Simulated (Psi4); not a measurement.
**InH2F (SMILES [H][In]([H])[F]) at B2PLYP/def2-SVPD (core potential, density fitting for correlation)**

What is the vertical singlet–triplet gap of InH2F at B2PLYP/def2-SVPD (core potential, density fitting for correlation)? Input form: a Python script.

The calculation is run with Psi4 1.11.

## Step 1: The structure to begin with

InH2F: 4 atoms, total charge 0, spin state singlet. SMILES: `[H][In]([H])[F]`. The shape comes from GFN2-xTB, which is rough for such elements, and wasn't checked as a minimum.

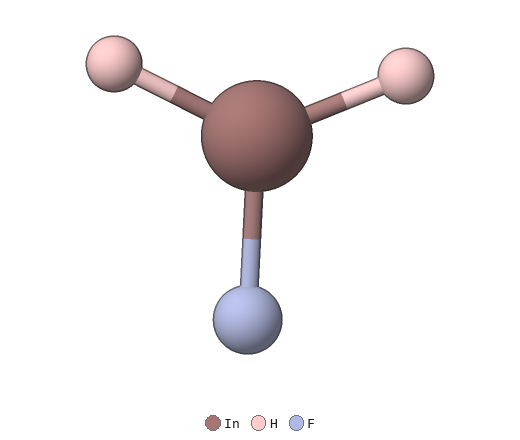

Viewed from a chosen angle; indium brown, hydrogen pink, fluorine light blue.

## Step 2: The energy at B2PLYP/def2-SVPD (core potential, density fitting for correlation)

calc.py

```python
import psi4

psi4.set_memory('1600 MB')
psi4.set_num_threads(1)
psi4.core.set_output_file('run.log', False)

mol = psi4.geometry("""
In
H 1 1.692897
H 1 1.691399 2 131.09329
F 1 1.945759 3 114.52878 2 -179.96108
units angstrom
symmetry c1
""")

options = {'puream': True, 'e_convergence': 1e-09, 'd_convergence': 1e-08, 'scf_type': 'pk', 'dft_radial_points': 99, 'dft_spherical_points': 590, 'num_frozen_docc': 5}
psi4.set_options(options)

result = psi4.energy("b2plyp/def2-SVPD")
print('E =', round(result, 9))
for k, v in sorted(psi4.core.scalar_variables().items()):
    print(f'{k:45s} {v:18.10f}')
```

Started as:

```sh
$ python calc.py
```

run.log:

```text
[...]
    !!!  WARNING: ECP capability is in beta. Please check occupations closely.  !!!
[...]
  Running in c1 symmetry.
[...]
  Nuclear repulsion =   67.818380701333382
[...]
  Multiplicity = 1
[...]
  Nalpha       = 16
  Nbeta        = 16
[...]
    Number of basis functions: 71
[...]
   @RKS iter   1:  -290.53730265107185   -1.12274e+00   7.73008e-03 ADIIS/DIIS
[...]
   @RKS iter  10:  -290.65806858217240   -1.87583e-12   2.85099e-09 DIIS
[...]
    Orbital Energies [Eh]
    ---------------------
    Doubly Occupied:
       1A    -25.287664     2A     -4.995615     3A     -3.344274
       4A     -3.333941     5A     -3.332683     6A     -1.233837
       7A     -0.907175     8A     -0.902126     9A     -0.899547
      10A     -0.897909    11A     -0.892779    12A     -0.520512
      13A     -0.451619    14A     -0.445393    15A     -0.424414
      16A     -0.363592
[...]
  @RKS Final Energy:  -290.65806858217240
   => Energetics <=
    Nuclear Repulsion Energy =             67.8183807013333819
    One-Electron Energy =                -610.9537770843188582
    Two-Electron Energy =                 265.9023858956694539
    DFT Exchange-Correlation Energy =     -13.4250580948563307
    Empirical Dispersion Energy =           0.0000000000000000
    VV10 Nonlocal Energy =                  0.0000000000000000
    Total Energy =                       -290.6580685821724046
[...]
 Multipole Moments:
 ------------------------------------------------------------------------------------
     Multipole            Electronic (a.u.)      Nuclear  (a.u.)        Total (a.u.)
 ------------------------------------------------------------------------------------
 L = 1.  Multiply by 2.5417464519 to convert [e a0] to [Debye]
 Dipole X            :         -0.0114627            0.0102868           -0.0011759
 Dipole Y            :         14.4050157          -13.3245018            1.0805139
 Dipole Z            :          6.5198830           -6.0329968            0.4868863
 Magnitude           :                                                    1.1851456
[...]
```

The script printed:

```text
E = -290.759700941
B2PLYP DOUBLE-HYBRID CORRECTION ENERGY             -0.1016323585
B2PLYP TOTAL ENERGY                              -290.7597009407
CURRENT ENERGY                                   -290.7597009407
CURRENT REFERENCE ENERGY                         -290.6580685822
DD SOLVATION ENERGY                                 0.0000000000
DFT FUNCTIONAL TOTAL ENERGY                      -290.6580685822
DFT TOTAL ENERGY                                 -290.7597009407
DFT VV10 ENERGY                                     0.0000000000
DFT XC ENERGY                                     -13.4250580949
DOUBLE-HYBRID CORRECTION ENERGY                    -0.1016323585
GRID ELECTRONS ALPHA                               16.0000003529
GRID ELECTRONS BETA                                16.0000003529
GRID ELECTRONS TOTAL                               32.0000007057
NUCLEAR REPULSION ENERGY                           67.8183807013
ONE-ELECTRON ENERGY                              -610.9537770843
PCM POLARIZATION ENERGY                             0.0000000000
PE ENERGY                                           0.0000000000
SCF ITERATION ENERGY                             -290.6580685822
SCF ITERATIONS                                     10.0000000000
SCF TOTAL ENERGY                                 -290.6580685822
TWO-ELECTRON ENERGY                               265.9023858957
XC GRID RADIAL POINTS                              99.0000000000
XC GRID SPHERICAL POINTS                          590.0000000000
XC GRID TOTAL POINTS                           225754.0000000000
```

It took 8.4 s on 1 thread of Intel Xeon Platinum 8259CL at 2.50GHz (Skylake/Cascade Lake), shared host; peak memory 0.69 GiB.

## Step 3: The triplet

fh2in.py

```python
import psi4

psi4.set_memory('1600 MB')
psi4.set_num_threads(1)
psi4.set_output_file('psi4.out', False)

m = psi4.geometry("""
0 3
In     0.13073125     0.22172157    -0.00035905
H      3.30928839    -0.13940510     0.02566248
H     -1.68457746     2.85223923    -0.03564023
F     -1.75544219    -2.93457460     0.01031790
units au
symmetry c1
""")

psi4.set_options({
    'basis': 'def2-SVPD',
    'reference': 'uks',
    'puream': True,
    'e_convergence': 1e-09,
    'd_convergence': 1e-08,
    'scf_type': 'pk',
    'dft_radial_points': 99,
    'dft_spherical_points': 590,
    'num_frozen_docc': 5,
    'maxiter': 200,
})

e_tot = psi4.energy("b2plyp", molecule=m)
print(f'total energy {e_tot:.8f} hartree = {e_tot * 27.211386:.5f} eV')
for k, v in sorted(psi4.core.scalar_variables().items()):
    print(f'{k:45s} {v:18.10f}')
```

Started as:

```sh
$ python fh2in.py
```

psi4.out:

```text
[...]
    !!!  WARNING: ECP capability is in beta. Please check occupations closely.  !!!
[...]
  Running in c1 symmetry.
[...]
  Nuclear repulsion =   67.818386842361534
[...]
  Multiplicity = 3
[...]
  Nalpha       = 17
  Nbeta        = 15
[...]
    Number of basis functions: 71
[...]
   @UKS iter   1:  -290.32078983265990   -9.05061e-01   7.91752e-03 ADIIS/DIIS
[...]
   @UKS iter  17:  -290.46296247854082   -1.87583e-12   6.61667e-09 DIIS
[...]
   @S^2 Observed:                2.030319475E+00
[...]
    Orbital Energies [Eh]
    ---------------------
    Alpha Occupied:
       1A    -25.303571     2A     -5.014017     3A     -3.361408
       4A     -3.352558     5A     -3.352078     6A     -1.248175
       7A     -0.932731     8A     -0.928882     9A     -0.916663
      10A     -0.910098    11A     -0.907176    12A     -0.581402
      13A     -0.499878    14A     -0.463033    15A     -0.462603
      16A     -0.451456    17A     -0.169146
    Alpha Virtual:
      18A     -0.034689    19A      0.016676    20A      0.018524
      21A      0.067166    22A      0.075281    23A      0.090489
      24A      0.091144    25A      0.099574    26A      0.128473
[...]
  @UKS Final Energy:  -290.46296247854082
   => Energetics <=
    Nuclear Repulsion Energy =             67.8183868423615337
    One-Electron Energy =                -610.2190878547575039
    Two-Electron Energy =                 265.3148455582173710
    DFT Exchange-Correlation Energy =     -13.3771070243621839
    Empirical Dispersion Energy =           0.0000000000000000
    VV10 Nonlocal Energy =                  0.0000000000000000
    Total Energy =                       -290.4629624785408168
[...]
 Multipole Moments:
 ------------------------------------------------------------------------------------
     Multipole            Electronic (a.u.)      Nuclear  (a.u.)        Total (a.u.)
 ------------------------------------------------------------------------------------
 L = 1.  Multiply by 2.5417464519 to convert [e a0] to [Debye]
 Dipole X            :          8.1946275           -7.4990949            0.6955326
 Dipole Y            :         13.7123513          -12.5579183            1.1544330
 Dipole Z            :         -0.0486786            0.0412730           -0.0074056
 Magnitude           :                                                    1.3477893
[...]
```

The script printed:

```text
total energy -290.56658645 hartree = -7906.71954 eV
B2PLYP DOUBLE-HYBRID CORRECTION ENERGY             -0.1036239674
B2PLYP TOTAL ENERGY                              -290.5665864459
CURRENT ENERGY                                   -290.5665864459
CURRENT REFERENCE ENERGY                         -290.4629624785
DD SOLVATION ENERGY                                 0.0000000000
DFT FUNCTIONAL TOTAL ENERGY                      -290.4629624785
DFT TOTAL ENERGY                                 -290.5665864459
DFT VV10 ENERGY                                     0.0000000000
DFT XC ENERGY                                     -13.3771070244
DOUBLE-HYBRID CORRECTION ENERGY                    -0.1036239674
GRID ELECTRONS ALPHA                               17.0000003338
GRID ELECTRONS BETA                                15.0000003704
GRID ELECTRONS TOTAL                               32.0000007042
NUCLEAR REPULSION ENERGY                           67.8183868424
ONE-ELECTRON ENERGY                              -610.2190878548
PCM POLARIZATION ENERGY                             0.0000000000
PE ENERGY                                           0.0000000000
SCF ITERATION ENERGY                             -290.4629624785
SCF ITERATIONS                                     17.0000000000
SCF TOTAL ENERGY                                 -290.4629624785
TWO-ELECTRON ENERGY                               265.3148455582
XC GRID RADIAL POINTS                              99.0000000000
XC GRID SPHERICAL POINTS                          590.0000000000
XC GRID TOTAL POINTS                           225755.0000000000
```

Run time: 21 s. Hardware: 1 thread of Intel Xeon Platinum 8259CL at 2.50GHz (Skylake/Cascade Lake), shared host; peak memory 0.69 GiB.

## Step 4: Outcome

Level: B2PLYP/def2-SVPD (core potential, density fitting for correlation), 5 core orbitals frozen.

```
                                                         quantity          value
                                            singlet: total energy  -290.75970 Eh
                       singlet: HOMO energy (SCF part's orbitals)       -9.89 eV
                       singlet: LUMO energy (SCF part's orbitals)       -1.01 eV
                     singlet: HOMO–LUMO gap (SCF part's orbitals)        8.88 eV
                                            triplet: total energy  -290.56659 Eh
triplet: HOMO energy (SCF part's orbitals) (highest over α and β)       -4.60 eV
                                                    triplet: ⟨S²⟩          2.030
                 vertical energy of the triplet above the singlet       5.255 eV
```

What this shows: At this shape the triplet lies 5.25 eV (507 kJ/mol) above the singlet.
